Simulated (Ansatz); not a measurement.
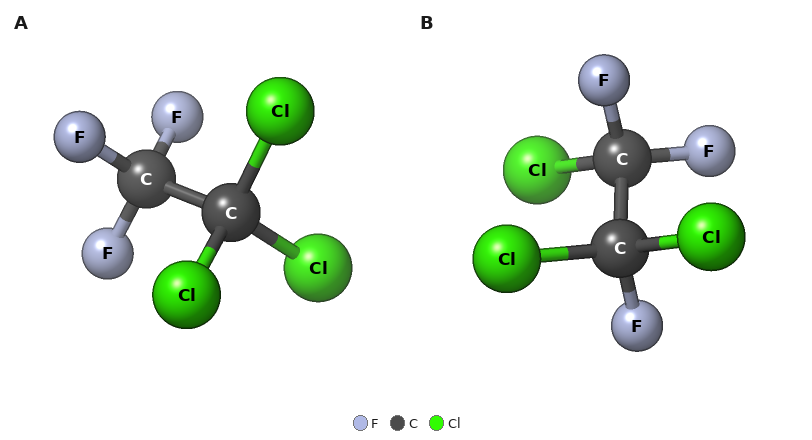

2 stationary structures of one formula. Geometries: PBE-D4/def2-SVP. Electronic energies: PBE-D4/def2-SVP (Ansatz 0.2.0), without zero-point energy. No frequency run is at hand to confirm each as a minimum. Each is one conformer, not always the lowest.

How are they related?

Answer. They are constitutional isomers of C2Cl3F3: A `FC(F)(F)C(Cl)(Cl)Cl`, B `FC(F)(Cl)C(F)(Cl)Cl`.

Rank them by energy, lowest first.

Answer. A is lowest (C3v); B lies 4.9 kcal/mol above it (C1).
